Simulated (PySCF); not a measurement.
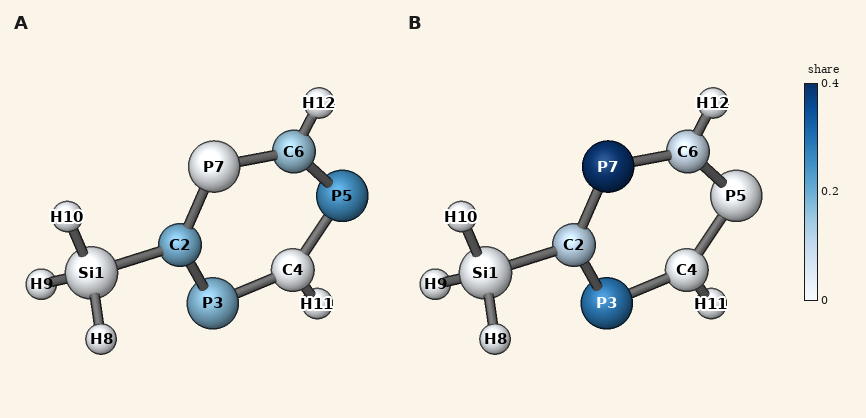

Each panel colours the atoms by their Löwdin share in one orbital (up to four of the largest shares; other atoms are shown as zero). Computed geometry: GFN2-xTB optimisation. No frequency run is at hand to confirm it as a minimum. Computed with ωB97X-D/def2-SVPD (PySCF 2.14.0).

### The panels show the HOMO, LUMO, in some order. Which is which?

A: LUMO, −1.15 eV; P5 0.25, C2 0.18, P3 0.17, C6 0.15
B: HOMO, −9.25 eV; P7 0.39, P3 0.28, C2 0.11, C6 0.08

The geometry is semi-empirical. Around P, Si such bond lengths and angles can be off by a tenth of an ångström or more and by several degrees, and values that hang on the shape move with them.
